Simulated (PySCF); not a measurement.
# Core-level calculation of C3H9GeNSi

C3H9GeNSi, SMILES NC[SiH2]C#[C][GeH3], computed with delta-SCF UKS SCAN, pcX-2 on the ionised atom, pcseg-1 elsewhere, spin-free X2C (PySCF 2.14.0).

It belongs to a series of runs on one base structure; here: H on Si replaced by CH2NH2. Figures and captions count atoms from 1; the log counts them from 0 in places.

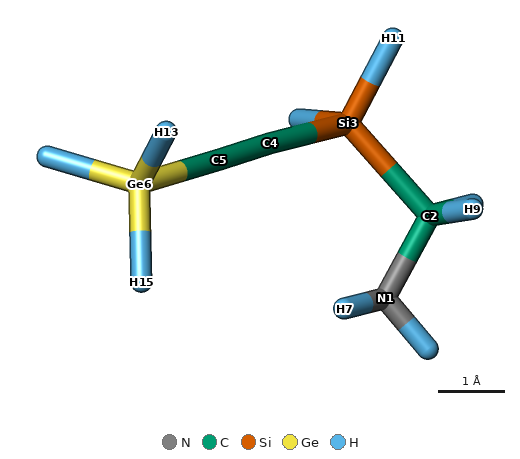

Figure 1. The input geometry (stick view, seen at a tilt; atoms are numbered from 1 in the order of the input). Sticks mark near contacts.

Key numbers:

| quantity | value |
| --- | --- |
| outcome | converged |
| hardware | 1 CPU thread, shared host |
| wall time | 2.4 min |
| peak memory | 1.2 GiB |

The core-hole state is spin-contaminated.

Input file:
```
{"job": {"kind": "xps"}, "charge": 0, "multiplicity": 1}
N     -2.264065    -0.840851    -1.167962
C     -2.483109     0.572503    -0.929293
Si    -1.783516     1.054831     0.757112
C      0.004494     0.613428     0.779122
C      1.185864     0.292229     0.749224
Ge     3.021306    -0.204995     0.735408
H     -1.267259    -1.048746    -1.189622
H     -2.643216    -1.127545    -2.067826
H     -2.073080     1.266393    -1.695770
H     -3.567853     0.777539    -0.882933
H     -1.915060     2.527538     0.975605
H     -2.468082     0.321284     1.859907
H      3.867628     1.029731     0.392787
H      3.400140    -0.738995     2.124214
H      3.227817    -1.296892    -0.325350
```

The first line tells a small driver script what to run in PySCF; the rest is the geometry in Å.

Launch command:
```bash
OMP_NUM_THREADS=1 python <driver script> task.json out
```

Output:
```
ground state, core basis on atom 0 (N), 177 functions
  cycle   1  E = -2558.29619643  |g| = 5.71e-01
  cycle   2  E = -2558.18886539  |g| = 8.44e-01
  cycle   3  E = -2558.37507700  |g| = 1.55e-01
  cycle   4  E = -2558.37772361  |g| = 1.20e-01
  cycle   5  E = -2558.38156349  |g| = 2.19e-02
  cycle   6  E = -2558.38167162  |g| = 7.22e-03
  cycle   7  E = -2558.38168378  |g| = 1.48e-03
  cycle   8  E = -2558.38168361  |g| = 5.35e-04
  cycle   9  E = -2558.38168258  |g| = 1.21e-04
  E(ground) = -2558.55160562 Eh
hole in N 1s of atom 0
  cycle   1  E = -2542.80806227  |g| = 1.85e+00
[... 10 cycles left out ...]
  E(ion) = -2543.66982107 Eh   <S^2> = 0.7652   hole on atom = 1.000   binding energy = 404.954 eV
ground state, core basis on atom 1 (C), 177 functions
[... 6 cycles left out ...]
  E(ground) = -2558.54095867 Eh
hole in C 1s of atom 1
[... 11 cycles left out ...]
  E(ion) = -2547.85069297 Eh   <S^2> = 0.7716   hole on atom = 1.000   binding energy = 290.897 eV
ground state, core basis on atom 2 (Si), 188 functions
[... 6 cycles left out ...]
  E(ground) = -2558.59323071 Eh
hole in Si 1s of atom 2
[... 11 cycles left out ...]
  E(ion) = -2490.73640631 Eh   <S^2> = 0.7523   hole on atom = 1.000   binding energy = 1846.478 eV
hole in Si 2p of atom 2
[... 10 cycles left out ...]
  E(ion) = -2554.66582061 Eh   <S^2> = 0.7519   hole on atom = 1.002   binding energy = 106.870 eV
  2p3/2 = 106.642 eV   2p1/2 = 107.266 eV
ground state, core basis on atom 3 (C), 177 functions
[... 6 cycles left out ...]
  E(ground) = -2558.54383327 Eh
hole in C 1s of atom 3
[... 13 cycles left out ...]
  E(ion) = -2547.89820076 Eh   <S^2> = 0.8561   hole on atom = 1.000   binding energy = 289.682 eV
ground state, core basis on atom 4 (C), 177 functions
[... 6 cycles left out ...]
  E(ground) = -2558.54484852 Eh
hole in C 1s of atom 4
[... 3 cycles left out ...]
  cycle   4  E = -2547.49525239  |g| = 6.88e-01
  cycle   5  E = -2547.64587102  |g| = 3.97e-01
  cycle   6  E = -2547.71696014  |g| = 9.07e-02
  cycle   7  E = -2547.72258080  |g| = 2.44e-02
  cycle   8  E = -2547.72316156  |g| = 1.34e-02
  cycle   9  E = -2547.72339722  |g| = 8.98e-03
  cycle  10  E = -2547.72356010  |g| = 5.40e-03
  cycle  11  E = -2547.72365113  |g| = 2.44e-03
  cycle  12  E = -2547.72366311  |g| = 1.17e-03
  cycle  13  E = -2547.72366509  |g| = 3.04e-04
  E(ion) = -2547.89438814 Eh   <S^2> = 0.8583   hole on atom = 1.000   binding energy = 289.814 eV
```

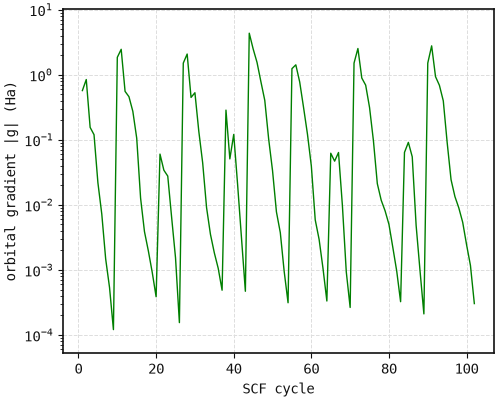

Figure 2. Convergence of the self-consistent field: orbital gradient |g| against the SCF cycle. All cycles printed in the log are drawn one after another.

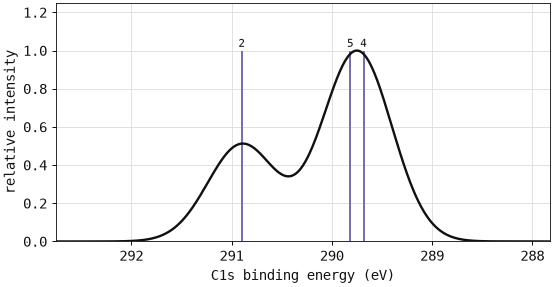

Figure 3. C1s binding energies by ΔSCF of the atoms computed, labelled by atom number, with a Gaussian envelope of 0.8 eV full width. They run from 289.68 eV (atom 4) to 290.90 eV (atom 2).
